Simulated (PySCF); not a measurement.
SMILES O=C[SiH2][SiH3] (CH₆OSi₂) at its B3LYP/def2-SVP optimised geometry (Å):

```
10

O      1.4499    -1.8716     0.0000
C      0.2398    -1.8716     0.0000
Si    -0.7753    -0.2111     0.0000
Si     0.8109     1.5284     0.0155
H     -0.3191    -2.8516    -0.0006
H     -1.6694    -0.2088     1.1994
H     -1.6526    -0.2006    -1.2118
H      1.6563     1.4259     1.2389
H      1.6694     1.4349    -1.1993
H      0.1187     2.8516     0.0168
```

Method: B3LYP/def2-TZVP run with PySCF. Cells within 0.4 Å of a nucleus heavier than hydrogen are left out (blank, or x).

Map of the electrostatic potential (hartree/e), clipped to [-0.08, 0.12] on the plane z = 0.0 Å:

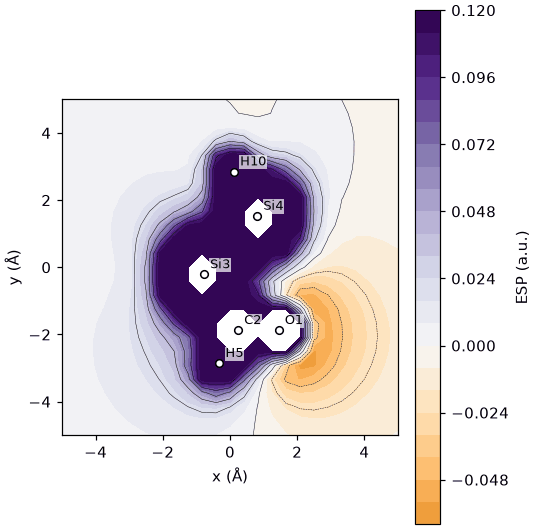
Fig. 1. Electrostatic potential (hartree/e), clipped to [-0.08, 0.12] on the plane z = 0.0 Å.
